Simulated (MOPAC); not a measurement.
**SiPH₃F₂: excited-state calculation**

- system: SiPH₃F₂, SMILES F[SiH](F)P
- method: PM7-, closed shell, in an applied electric field, COSMO solvent dmf (MOPAC 23.2.5)

The geometry comes from this level: GFN2-xTB.

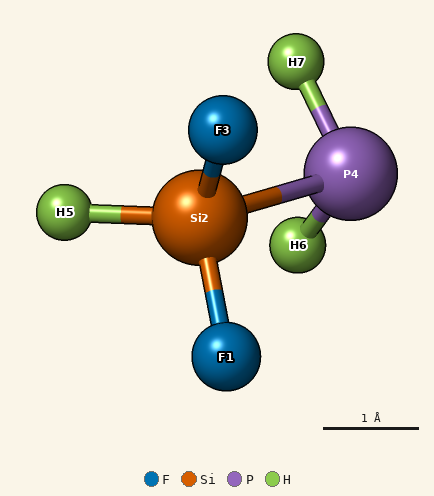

*The structure (ball-and-stick view, seen at a tilt; atoms are numbered from 1 in the order of the input).*

The input (input.mop):
```
1SCF C.I.=(4,1) FIELD=(0,0,1.0) EPS=37.2 N**2=2.047 MECI CHARGE=0 PM7- AUX(PRECISION=9) THREADS=1
PM7- excited
F[SiH](F)P
F     0.000000  0    0.000000  0    0.000000  0   0   0   0
Si    1.599519  1    0.000000  0    0.000000  0   1   0   0
F     1.599376  1  102.022980  1    0.000000  0   2   1   0
P     2.220568  1  107.701680  1 -113.496620  1   2   3   1
H     1.447491  1  105.735590  1  110.460790  1   2   3   1
H     1.387674  1   95.212940  1  -46.587050  1   4   2   5
H     1.388317  1   93.190120  1  -95.707900  1   4   6   2
```

Run on 1 thread of Arm Neoverse N1, 98 GiB of memory available, shared host.

Command:
```bash
mopac input.mop
```

Output:
```
MOPAC v23.2.5
PM7- CALCULATION RESULTS

 *  PM7        - The PM7 Hamiltonian to be used
 *  FIELD      - AN EXTERNAL ELECTRIC FIELD IS TO BE USED
 *
 *
 *
 *                 CHARGE ON SYSTEM = 0
 *
 *
 *
 *  C.I.=(N,M) - 1 DOUBLY FILLED LEVELS USED IN A C.I. INVOLVING 4 M.O.'S
 *  EPS=37.2   - USE COSMO IMPLICIT SOLVATION MODEL
 *  N**2=2.047 - USED IN COSMO-CI
 *  1SCF       - DO 1 SCF AND THEN STOP
 *  THREADS=1  - MULTI-THREADING NOT USED
 *  AUX        - OUTPUT AUXILIARY INFORMATION
 *  MECI       - M.E.C.I. WORKING TO BE PRINTED
1SCF C.I.=(4,1) FIELD=(0,0,1.0) EPS=37.2 N**2=2.047 MECI CHARGE=0 PM7- AUX(PRECISION=9) THREADS=1
 PM7- excited
 F[SiH](F)P
  ATOM    CHEMICAL      BOND LENGTH      BOND ANGLE     TWIST ANGLE
 NUMBER    SYMBOL       (ANGSTROMS)      (DEGREES)       (DEGREES)
   (I)                     NA:I           NB:NA:I       NC:NB:NA:I       NA    NB    NC
     1       F          0.00000000       0.0000000       0.0000000        0     0     0
     2      Si          1.59951900  *    0.0000000       0.0000000        1     0     0
     3       F          1.59937600  *  102.0229800  *    0.0000000        2     1     0
     4       P          2.22056800  *  107.7016800  * -113.4966200  *     2     3     1
     5       H          1.44749100  *  105.7355900  *  110.4607900  *     2     3     1
     6       H          1.38767400  *   95.2129400  *  -46.5870500  *     4     2     5
     7       H          1.38831700  *   93.1901200  *  -95.7079000  *     4     6     2

          CARTESIAN COORDINATES

    NO.       ATOM           X           Y           Z

     1         F          0.0000      0.0000      0.0000
     2        Si          1.5995      0.0000      0.0000
     3         F          1.9327      1.5643      0.0000
     4         P          2.2838     -0.8361      1.9400
     5         H          1.9941     -0.4854     -1.3053
     6         H          2.0690     -2.1613      1.5890
     7         H          3.6279     -0.8817      1.5954

           Empirical Formula: H3 F2 Si P  =     7 atoms

      MOLECULAR POINT GROUP   :   Cs

      RHF CALCULATION, NO. OF DOUBLY OCCUPIED LEVELS = 13

          THE ELECTRIC FIELD IS   0.00000   0.00000   1.00000 VOLTS/ANGSTROM

 -------------------------------------------------------------------------------
 1SCF C.I.=(4,1) FIELD=(0,0,1.0) EPS=37.2 N**2=2.047 MECI CHARGE=0 PM7- AUX(PRECISION=9) THREADS=1
 PM7- excited
 F[SiH](F)P

     1SCF WAS SPECIFIED, SO BFGS WAS NOT USED
     SCF FIELD WAS ACHIEVED

                              PM7- CALCULATION

          FINAL HEAT OF FORMATION =       -200.50158 KCAL/MOL =    -838.89861 KJ/MOL
          VAN DER WAALS AREA      =        112.58 SQUARE ANGSTROMS

          DIELECTRIC ENERGY       =         -0.67495 EV
          COSMO AREA              =        112.58 SQUARE ANGSTROMS
          COSMO VOLUME            =        100.40 CUBIC ANGSTROMS

          IONIZATION POTENTIAL    =         13.294901 EV          STATE:   1 SINGLET A'
          HOMO LUMO ENERGIES (EV) =        -13.295 -2.216
          NO. OF FILLED LEVELS    =         13
          MOLECULAR WEIGHT        =        100.0798         POINT GROUP:  Cs

          MOLECULAR DIMENSIONS (Angstroms)

            Atom       Atom       Distance
            H     7    F     1     4.06007
            H     6    F     3     3.74228
            P     4    H     5     2.64667

          SCF CALCULATIONS        =          2

          WALL-CLOCK TIME         =      0.016 SECONDS
          COMPUTATION TIME        =      0.020 SECONDS

  ATOM    CHEMICAL      BOND LENGTH      BOND ANGLE     TWIST ANGLE
 NUMBER    SYMBOL       (ANGSTROMS)      (DEGREES)       (DEGREES)
   (I)                     NA:I           NB:NA:I       NC:NB:NA:I       NA    NB    NC
     1       F          0.00000000       0.0000000       0.0000000        0     0     0
     2      Si          1.59951900  *    0.0000000       0.0000000        1     0     0
     3       F          1.59937600  *  102.0229800  *    0.0000000        2     1     0
     4       P          2.22056800  *  107.7016800  * -113.4966200  *     2     3     1
     5       H          1.44749100  *  105.7355900  *  110.4607900  *     2     3     1
     6       H          1.38767400  *   95.2129400  *  -46.5870500  *     4     2     5
     7       H          1.38831700  *   93.1901200  *  -95.7079000  *     4     6     2

                             CARTESIAN COORDINATES

   1    F        0.000000000     0.000000000     0.000000000
   2   Si        1.599519000     0.000000000     0.000000000
   3    F        1.932675396     1.564292302     0.000000000
   4    P        2.283784888    -0.836063197     1.940025971
   5    H        1.994095480    -0.485396667    -1.305346571
   6    H        2.069039640    -2.161309099     1.588960582
   7    H        3.627876710    -0.881672817     1.595408750

           Empirical Formula: H3 F2 Si P  =     7 atoms

      MOLECULAR POINT GROUP   :   Cs

                  EIGENVALUES
 -51.59074 -42.04330 -41.85604 -19.36565 -18.97634 -18.04488 -17.92992 -17.09316
 -16.79441 -15.94838 -15.72552 -15.32075 -13.29490  -2.21637  -1.75395  -0.65300
   0.02898   1.87688   5.26357  20.33884  20.48536  21.01589  21.97100  22.20859
  96.11512  96.95882  97.13205  97.33024  97.33518

              NET ATOMIC CHARGES AND DIPOLE CONTRIBUTIONS

  ATOM NO.   TYPE          CHARGE      No. of ELECS.   s-Pop       p-Pop       d-Pop
    1          F          -0.267643        7.2676     1.92854     5.33911
    2         Si           0.446330        3.5537     0.82887     2.42264     0.30216
    3          F          -0.268027        7.2680     1.92850     5.33952
    4          P          -0.660874        5.6609     1.74111     3.88929     0.03048
    5          H           0.282584        0.7174     0.71742
    6          H           0.233045        0.7670     0.76696
    7          H           0.234585        0.7654     0.76541
 DIPOLE           X         Y         Z       TOTAL
 POINT-CHG.     2.802    -3.431    -4.354     6.211
 HYBRID        -0.410     0.505     0.937     1.141
 SUM            2.392    -2.926    -3.416     5.095

          ATOMIC ORBITAL ELECTRON POPULATIONS

     Atom    s        px        py        pz      x^2-y^2     xz        z^2       yz        xy
    1  F   1.92854   1.45868   1.93323   1.94720
    2 Si   0.82887   0.66903   0.70113   1.05248   0.06547   0.05248   0.06496   0.05664   0.06261
    3  F   1.92850   1.92214   1.47005   1.94733
    4  P   1.74111   1.18613   1.21220   1.49096   0.01036   0.00522   0.00770   0.00564   0.00157
    5  H   0.71742
    6  H   0.76696
    7  H   0.76541

          MULTI-ELECTRON CONFIGURATION INTERACTION CALCULATION

          COMPONENT OF SPIN  =  0.0

           NO OF CONFIGURATIONS CONSIDERED = 16

 CONFIGURATIONS CONSIDERED IN C.I.
 M.O. NUMBER :        13  14  15  16
          ENERGY

              1        1   0   0   0
          0.0000       1   0   0   0

              2        1   0   0   0
          6.0747       0   1   0   0

              3        1   0   0   0
          6.3168       0   0   1   0

              4        1   0   0   0
          8.2577       0   0   0   1

              5        0   1   0   0
          6.0747       1   0   0   0

              6        0   1   0   0
         13.1897       0   1   0   0

              7        0   1   0   0
         13.3422       0   0   1   0

              8        0   1   0   0
         15.0714       0   0   0   1

              9        0   0   1   0
          6.3168       1   0   0   0

             10        0   0   1   0
         13.3422       0   1   0   0

             11        0   0   1   0
         13.8809       0   0   1   0

             12        0   0   1   0
         15.7355       0   0   0   1

             13        0   0   0   1
          8.2577       1   0   0   0

             14        0   0   0   1
         15.0714       0   1   0   0

             15        0   0   0   1
         15.7355       0   0   1   0

             16        0   0   0   1
         18.5470       0   0   0   1

  STATE       ENERGY (EV)        Q.N.  SPIN   SYMMETRY              POLARIZATION
         ABSOLUTE     RELATIVE                                X           Y           Z

    1+   -0.009986    0.000000     1+  SINGLET     A'
    2     5.720043    5.730028     1   TRIPLET     A'
    3     5.850883    5.860868     1   SINGLET     A"        0.0042      0.0033      0.0000
    4     5.854909    5.864895     1   TRIPLET     A"
    5     6.363219    6.373205     2   SINGLET     A'        0.0994      0.1475      0.4424
    6     8.069364    8.079350     2   TRIPLET     A"
    7     8.444838    8.454823     2   SINGLET     A"        0.0124      0.0081      0.0000
    8    12.851271   12.861257     3   TRIPLET     A"
    9    13.067434   13.077419     1   SINGLET     ????      0.0002      0.0003      0.0008
   10    12.989939   12.999925     2   SINGLET     ????      0.0000      0.0000      0.0001
   11    13.130661   13.140647     3   SINGLET     A'
   12    14.165281   14.175266     2   TRIPLET     A'
   13    14.725977   14.735962     4   SINGLET     A'        0.0000      0.0001      0.0001
   14    14.687565   14.697550     4   TRIPLET     A"
   15    15.195494   15.205480     3   SINGLET     A"        0.0000      0.0000      0.0000
   16    19.772557   19.782542     5   SINGLET     A'        0.0000      0.0000      0.0001
           The "+" symbol indicates the root used.

 *                    *
 * JOB ENDED NORMALLY *
 *                    *

 TOTAL JOB TIME:             0.02 SECONDS

 == MOPAC DONE ==
```

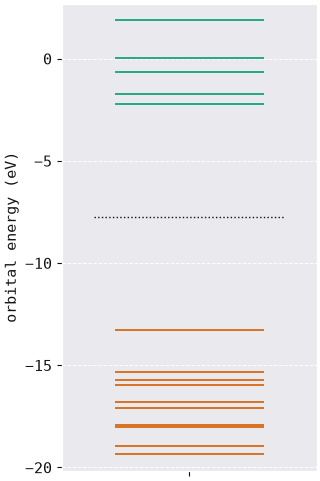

*Orbital energies near the frontier; the dotted line parts filled from empty levels, and levels within 0.02 eV of each other stand side by side.*

Highest filled −13.29 eV, lowest empty −2.22 eV, 11.07 eV apart.

Results in brief:

```tsv
quantity	value
outcome	converged
heat of formation	−200.50 kcal/mol
basis functions	29
HOMO	−13.29 eV
LUMO	−2.22 eV
dipole moment	5.09 D
peak memory	0.12 GiB
```

MOPAC's energies along a path are heats of formation.
